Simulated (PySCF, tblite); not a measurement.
# H7NSSi3, a small gas-phase stand-in for a defect centre: NMR shifts, core binding energies and electronic excitations, part 1 of 2

Wanted: the NMR shifts, core binding energies and electronic excitations for `[SiH3]N[Si]S[SiH3]`. It is drawn as: twofold Si.

Programs: tblite 0.8.0 and PySCF 2.14.0. All values are calculated, for the isolated system unless a continuum is named. Atoms count from 0, parts from 1.

## 1. The system as given

12 atoms, charge 0, multiplicity 1; geometry: distance geometry start.

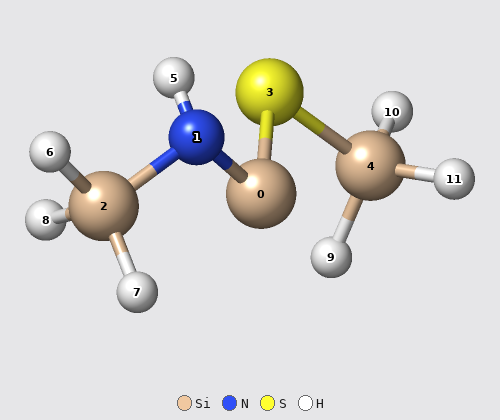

The starting geometry (silicon light orange, nitrogen blue, sulfur yellow, hydrogen white), atoms numbered.

## 2. Geometry optimisation with GFN2-xTB

What the job is given:

```
{"job": {"kind": "relax", "xc": "GFN2-xTB", "basis": "xTB"}, "charge": 0, "multiplicity": 1}
Si    -0.044132     0.313882     0.570959
N     -1.393553     0.955478    -0.256920
Si    -2.742265    -0.079160     0.013804
S      1.408242     0.198830    -0.990890
Si     3.059426    -0.270697     0.301097
H     -1.180328     0.980252    -1.238404
H     -3.862031     0.524447    -0.755792
H     -3.041824    -0.112231     1.438641
H     -2.459879    -1.399053    -0.542178
H      2.747102    -1.534297     1.024663
H      4.292757    -0.441410    -0.514584
H      3.227534     0.821119     1.271334
```

Method: GFN2-xTB geometry optimisation, gas phase.

Run with:

```bash
> OMP_NUM_THREADS=1 python cluster_run.py task.json out
```

The driver reads the jobs from task.json and runs them one after another.

Log:

```text
step      E/eV     max force
  0    -407.46155    1.445
  1    -407.54263    0.905
  2    -407.61620    0.750
  3    -407.64152    0.659
  4    -407.68597    0.512
  5    -407.70401    0.450
  6    -407.72466    0.314
  7    -407.73596    0.296
  8    -407.74217    0.274
  9    -407.74797    0.270
 10    -407.75505    0.288
 11    -407.76193    0.250
 12    -407.76704    0.158
 13    -407.76952    0.109
 14    -407.77076    0.110
 15    -407.77215    0.128
 16    -407.77401    0.133
 17    -407.77612    0.117
 18    -407.77809    0.105
 19    -407.77976    0.120
 20    -407.78123    0.128
 21    -407.78311    0.128
 22    -407.78548    0.123
 23    -407.78806    0.121
 24    -407.79058    0.125
 25    -407.79298    0.139
 26    -407.79544    0.154
 27    -407.79851    0.143
 28    -407.80261    0.183
 29    -407.80751    0.214
 30    -407.81266    0.219
 31    -407.81680    0.158
 32    -407.81927    0.111
 33    -407.82114    0.120
 34    -407.82299    0.118
 35    -407.82521    0.126
 36    -407.82744    0.111
 37    -407.82917    0.085
 38    -407.83029    0.082
 39    -407.83122    0.082
 40    -407.83253    0.132
 41    -407.83431    0.162
 42    -407.83622    0.135
 43    -407.83774    0.092
 44    -407.83859    0.083
 45    -407.83934    0.087
 46    -407.84019    0.085
 47    -407.84069    0.041
 48    -407.84091    0.039
 49    -407.84111    0.037
 50    -407.84147    0.066
 51    -407.84196    0.078
 52    -407.84239    0.058
 53    -407.84259    0.024
 54    -407.84267    0.020
 55    -407.84273    0.022
 56    -407.84287    0.031
 57    -407.84314    0.060
 58    -407.84364    0.101
 59    -407.84449    0.124
 60    -407.84554    0.131
 61    -407.84640    0.074
 62    -407.84685    0.042
 63    -407.84708    0.043
 64    -407.84738    0.051
 65    -407.84786    0.077
 66    -407.84839    0.074
 67    -407.84871    0.042
 68    -407.84883    0.022
 69    -407.84889    0.020
 70    -407.84896    0.024
 71    -407.84911    0.037
 72    -407.84939    0.048
 73    -407.84975    0.045
 74    -407.85002    0.034
 75    -407.85016    0.031
 76    -407.85025    0.029
 77    -407.85038    0.035
 78    -407.85066    0.049
 79    -407.85113    0.063
 80    -407.85173    0.067
 81    -407.85220    0.049
 82    -407.85245    0.033
 83    -407.85260    0.044
 84    -407.85279    0.045
 85    -407.85303    0.051
 86    -407.85333    0.051
 87    -407.85351    0.030
 88    -407.85358    0.020
 89    -407.85361    0.021
 90    -407.85371    0.028
 91    -407.85386    0.037
 92    -407.85411    0.054
 93    -407.85439    0.046
 94    -407.85464    0.050
 95    -407.85489    0.055
 96    -407.85523    0.058
 97    -407.85562    0.069
 98    -407.85599    0.070
 99    -407.85628    0.062
100    -407.85658    0.049
101    -407.85679    0.045
102    -407.85698    0.046
103    -407.85710    0.035
104    -407.85720    0.030
105    -407.85731    0.027
106    -407.85741    0.028
107    -407.85749    0.024
108    -407.85754    0.021
109    -407.85759    0.020
110    -407.85764    0.022
111    -407.85769    0.019
112    -407.85771    0.016
113    -407.85773    0.011
114    -407.85774    0.014
115    -407.85775    0.012
116    -407.85776    0.013
117    -407.85778    0.015
118    -407.85779    0.012
119    -407.85780    0.015
120    -407.85782    0.013
121    -407.85783    0.013
122    -407.85785    0.015
123    -407.85787    0.018
124    -407.85790    0.025
125    -407.85795    0.026
126    -407.85802    0.029
127    -407.85811    0.040
128    -407.85822    0.043
129    -407.85835    0.035
130    -407.85848    0.033
131    -407.85858    0.022
132    -407.85862    0.012
133    -407.85865    0.017
134    -407.85867    0.016
135    -407.85870    0.016
136    -407.85872    0.011
137    -407.85874    0.008
138    -407.85875    0.006
```

It took 3.7 s on 1 thread of Arm Neoverse V1, shared host.

Relaxation path:

| step | energy from step 0 (eV) | largest force (eV/Å) |
| --- | --- | --- |
| 0 | 0.0000 | 1.4450 |
| 5 | -0.2425 | 0.4507 |
| 10 | -0.2935 | 0.2872 |
| 15 | -0.3106 | 0.1278 |
| 20 | -0.3197 | 0.1272 |
| 25 | -0.3314 | 0.1388 |
| 30 | -0.3511 | 0.2185 |
| 35 | -0.3637 | 0.1255 |
| 40 | -0.3710 | 0.1322 |
| 45 | -0.3778 | 0.0865 |
| 50 | -0.3799 | 0.0655 |
| 55 | -0.3812 | 0.0216 |
| 60 | -0.3840 | 0.1305 |
| 65 | -0.3863 | 0.0770 |
| 70 | -0.3874 | 0.0237 |
| 75 | -0.3886 | 0.0306 |
| 80 | -0.3902 | 0.0671 |
| 85 | -0.3915 | 0.0508 |
| 90 | -0.3922 | 0.0285 |
| 95 | -0.3933 | 0.0544 |
| 100 | -0.3950 | 0.0489 |
| 105 | -0.3958 | 0.0270 |
| 110 | -0.3961 | 0.0212 |
| 115 | -0.3962 | 0.0124 |
| 120 | -0.3963 | 0.0130 |
| 125 | -0.3964 | 0.0262 |
| 130 | -0.3969 | 0.0330 |
| 135 | -0.3972 | 0.0158 |
| 138 | -0.3972 | 0.0064 |

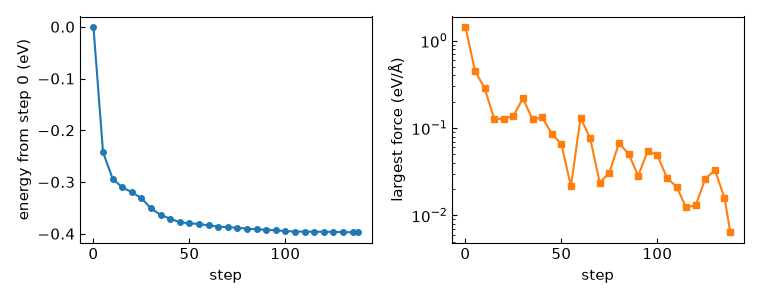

Energy and largest force along the relaxation.

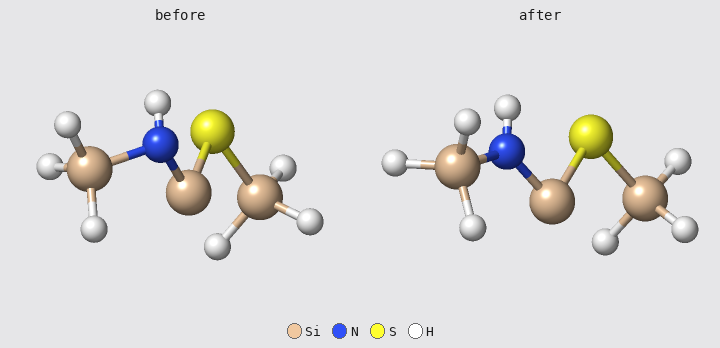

The geometry before (left) and after (right).

Close pairs (by a distance rule), those that changed most:

| bond | before (Å) | after (Å) | change (Å) |
| --- | --- | --- | --- |
| Si0–S3 | 2.136 | 2.212 | +0.076 |
| Si4–H10 | 1.488 | 1.454 | -0.035 |
| Si4–H9 | 1.489 | 1.459 | -0.031 |
| Si2–H6 | 1.487 | 1.464 | -0.023 |
| S3–Si4 | 2.149 | 2.129 | -0.020 |
| N1–Si2 | 1.721 | 1.737 | +0.015 |
| Si4–H11 | 1.470 | 1.458 | -0.012 |
| N1–H5 | 1.005 | 1.013 | +0.009 |

## 3. Geometry optimisation at PBE0-D3(BJ)/def2-SVP

What the job is given:

```
{"job": {"xc": "PBE0", "basis": "def2-SVP", "d3": "d3bj", "grid": 2, "kind": "geom", "shake": 0.01}, "charge": 0, "multiplicity": 1}
Si     0.041538    -0.070812     0.597616
N     -1.332011     0.128707    -0.456019
Si    -3.030649     0.030544    -0.050233
S      1.631971     0.180526    -0.944079
Si     3.283354    -0.113521     0.315246
H     -1.132140     0.283582    -1.439218
H     -3.693400     1.171249    -0.644621
H     -3.018639     0.073350     1.411907
H     -3.577722    -1.211527    -0.538582
H      3.227817    -1.466725     0.866760
H      4.429063     0.108466    -0.525009
H      3.209309     0.858575     1.423231
```

Log:

```text
step   0  E = -1324.68483506  max force = 0.024344
step   1  E = -1324.69185190  max force = 0.002774
step   2  E = -1324.69207094  max force = 0.001063
step   3  E = -1324.69209906  max force = 0.000516
step   4  E = -1324.69212165  max force = 0.000503
step   5  E = -1324.69215866  max force = 0.001049
step   6  E = -1324.69218371  max force = 0.000910
step   7  E = -1324.69220214  max force = 0.000546
step   8  E = -1324.69221174  max force = 0.000376
optimisation converged
```

Run time: 65 s. Hardware: 1 thread of Arm Neoverse V1, shared host; peak memory 0.59 GiB.

The steps of the relaxation:

| step | energy from step 0 (eV) | largest force component (eV/Å) |
| --- | --- | --- |
| 0 | 0.0000 | 1.2518 |
| 1 | -0.1909 | 0.1426 |
| 2 | -0.1969 | 0.0547 |
| 3 | -0.1977 | 0.0265 |
| 4 | -0.1983 | 0.0259 |
| 5 | -0.1993 | 0.0539 |
| 6 | -0.2000 | 0.0468 |
| 7 | -0.2005 | 0.0281 |
| 8 | -0.2007 | 0.0193 |

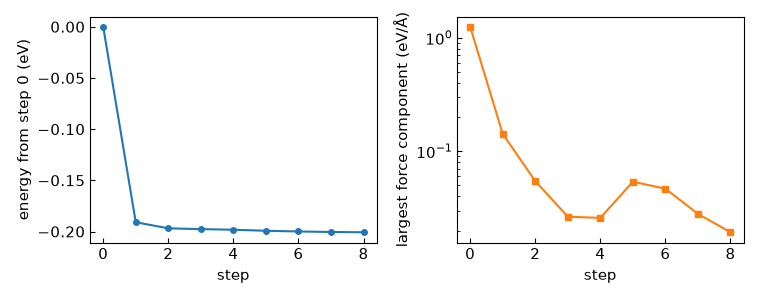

Energy and largest force along the relaxation.

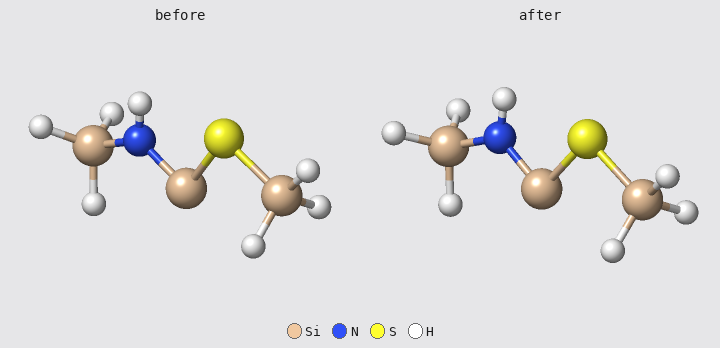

The geometry before (left) and after (right).

Distances of close pairs at the start and the end, largest changes first:

| bond | before (Å) | after (Å) | change (Å) |
| --- | --- | --- | --- |
| S3–Si4 | 2.097 | 2.153 | +0.056 |
| Si4–H10 | 1.438 | 1.490 | +0.052 |
| Si2–H8 | 1.442 | 1.494 | +0.052 |
| Si2–H6 | 1.447 | 1.494 | +0.047 |
| Si0–S3 | 2.229 | 2.183 | -0.047 |
| Si4–H9 | 1.462 | 1.493 | +0.030 |
| Si2–H7 | 1.463 | 1.491 | +0.028 |
| Si4–H11 | 1.476 | 1.493 | +0.017 |

The end geometry stands in the next job.

| at the end point | value |
| --- | --- |
| point group (found at 0.08 Å tolerance) | C1 |
| rotational constants (GHz, main isotopes) | 8.746, 0.679, 0.639 |
| dipole moment (D) | 0.82 |

## 4. Nuclear shieldings: PBE0/pcSseg-2

What the job is given:

```
{"job": {"kind": "nmr", "xc": "PBE0", "basis": "pcSseg-2"}, "charge": 0, "multiplicity": 1}
Si     0.002588    -0.002079     0.566446
N     -1.326909     0.062749    -0.547453
Si    -3.023462     0.144881    -0.094804
S      1.598791    -0.029816    -0.922050
Si     3.300239    -0.173317     0.390024
H     -1.131851     0.070820    -1.549590
H     -3.653042     1.411423    -0.576644
H     -3.067660     0.090731     1.394500
H     -3.786891    -1.002200    -0.672018
H      3.440652    -1.549559     0.950564
H      4.498415     0.145234    -0.437092
H      3.186011     0.801640     1.514479
```

Method: GIAO PBE0/pcSseg-2 NMR shielding, non-relativistic, gas phase.

Log:

```text
coarse grid: 11904 points
cycle   1  E = -1325.1477613106  dE =  3.034e-02  |g| = 4.830e-01  |ddm| = 2.738e+00
cycle   2  E = -1325.0690238973  dE =  7.874e-02  |g| = 7.414e-01  |ddm| = 8.674e-01
cycle   3  E = -1325.1969119788  dE = -1.279e-01  |g| = 9.605e-02  |ddm| = 5.949e-01
cycle   4  E = -1325.1987592135  dE = -1.847e-03  |g| = 4.287e-02  |ddm| = 1.095e-01
cycle   5  E = -1325.1992147146  dE = -4.555e-04  |g| = 9.885e-03  |ddm| = 5.091e-02
cycle   6  E = -1325.1992400595  dE = -2.534e-05  |g| = 2.594e-03  |ddm| = 1.501e-02
cycle   7  E = -1325.1992419992  dE = -1.940e-06  |g| = 4.857e-04  |ddm| = 3.481e-03
final grid: 96120 points
cycle   8  E = -1325.2165778279  dE = -3.951e-05  |g| = 6.841e-03  |ddm| = 1.998e-02
cycle   9  E = -1325.2165601813  dE =  1.765e-05  |g| = 1.082e-02  |ddm| = 1.205e-02
cycle  10  E = -1325.2165874553  dE = -2.727e-05  |g| = 1.040e-03  |ddm| = 7.881e-03
cycle  11  E = -1325.2165876567  dE = -2.013e-07  |g| = 3.479e-04  |ddm| = 1.059e-03
cycle  12  E = -1325.2165876872  dE = -3.050e-08  |g| = 8.068e-05  |ddm| = 4.741e-04
cycle  13  E = -1325.2165876892  dE = -2.077e-09  |g| = 2.072e-05  |ddm| = 1.187e-04
cycle  14  E = -1325.2165876893  dE = -9.641e-11  |g| = 4.612e-06  |ddm| = 2.139e-05
converged SCF energy = -1325.2165876893

GIAO shielding tensors (ppm)
atom      isotropic    diamagn.    paramagn.     s11        s22        s33       span
  0 Si      85.184     878.842    -793.658   -289.962    248.094    297.421    587.383
  1 N      115.805     327.339    -211.534    -47.204    180.742    213.877    261.081
  2 Si     394.145     876.660    -482.514    356.630    375.837    449.969     93.339
  3 S      490.808    1060.940    -570.131     28.107    630.984    813.335    785.227
  4 Si     398.151     878.318    -480.168    364.159    386.512    443.782     79.624
  5 H       26.017      34.461      -8.444     20.764     25.360     31.928     11.163
  6 H       26.397      27.568      -1.171     23.109     24.679     31.402      8.293
  7 H       26.281      28.414      -2.134     23.676     25.554     29.612      5.936
  8 H       26.392      27.565      -1.174     23.131     24.688     31.356      8.225
  9 H       26.508      28.325      -1.816     22.797     24.796     31.932      9.135
 10 H       26.347      27.794      -1.447     23.220     24.292     31.528      8.308
 11 H       26.295      28.624      -2.329     22.970     24.865     31.050      8.080
```

It took 44 s on 1 thread of Arm Neoverse V1, shared host; peak memory 1.2 GiB.

Shifts follow as δ = σ(reference) − σ, with reference shieldings (ppm) from runs at the same level and on the same kind of geometry: 1H TMS 31.25, 29Si TMS 341.3, 15N NH3 261.7, 33S CS2 503. The references are single molecules in the gas phase, so shifts against H2O, NH3, PH3, H3PO4 or CFCl3 are not on the usual liquid scales and can be off by tens of ppm.

| atoms | environment | σ (ppm) | δ (ppm) |
| --- | --- | --- | --- |
| H5 | hydrogen on a nitrogen bonded to 2 Si | 26.02 | 5.23 |
| H7 | hydrogen on a silicon bonded to N | 26.28 | 4.96 |
| H11 | hydrogen on a silicon bonded to S | 26.30 | 4.95 |
| H10 | hydrogen on a silicon bonded to S | 26.35 | 4.90 |
| H8 | hydrogen on a silicon bonded to N | 26.39 | 4.85 |
| H6 | hydrogen on a silicon bonded to N | 26.40 | 4.85 |
| H9 | hydrogen on a silicon bonded to S | 26.51 | 4.74 |
| Si0 | silicon bonded to N, S | 85.2 | 256.1 |
| Si2 | silicon bonded to N, 3 H | 394.1 | -52.9 |
| Si4 | silicon bonded to S, 3 H | 398.2 | -56.9 |
| N1 | nitrogen bonded to 2 Si, H | 115.8 | 145.9 |
| S3 | sulfur bonded to 2 Si | 491 | 12 |

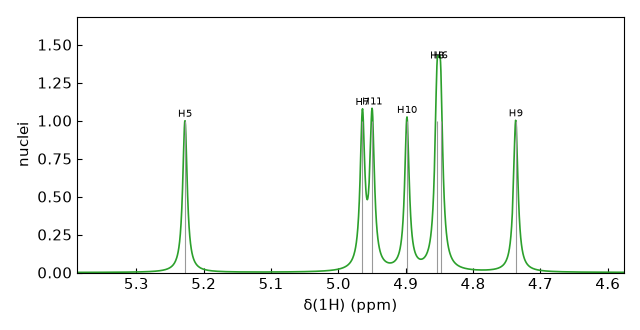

1H lines at the computed shifts, without couplings. Lines are broadened to a width of 0.01 ppm (Lorentzian).

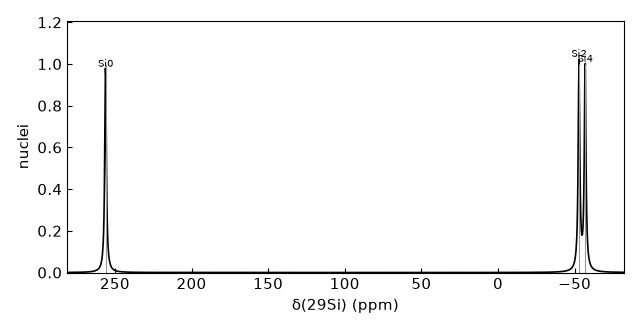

29Si lines at the computed shifts, without couplings. Lines are broadened to a width of 1 ppm (Lorentzian).

The run also stored atomic charges by several schemes (e):

| atoms | Mulliken | IAO | Hirshfeld | ESP fit |
| --- | --- | --- | --- | --- |
| Si0 | 0.46 | 0.45 | 0.21 | -0.03 |
| N1 | -0.73 | -0.88 | -0.33 | -0.21 |
| Si2 | 0.71 | 0.74 | 0.35 | 0.46 |
| S3 | -0.42 | -0.42 | -0.19 | -0.25 |
| Si4 | 0.53 | 0.54 | 0.28 | 0.31 |

Hirshfeld charges:

| atom | value (e) |
| --- | --- |
| Si0 | 0.21 |
| N1 | -0.33 |
| Si2 | 0.35 |
| S3 | -0.19 |
| Si4 | 0.28 |
| H5 | 0.12 |
| H6 | -0.08 |
| H7 | -0.07 |
| H8 | -0.08 |
| H9 | -0.07 |
| H10 | -0.07 |
| H11 | -0.07 |

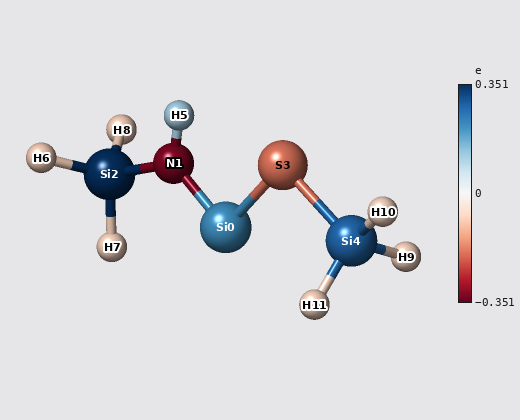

Hirshfeld charges, as colours on the atoms.

Mayer bond orders: Si0–N1 1.00, N1–Si2 0.89, Si0–S3 1.00, S3–Si4 0.96.

(Continued in part 2 of 2.)
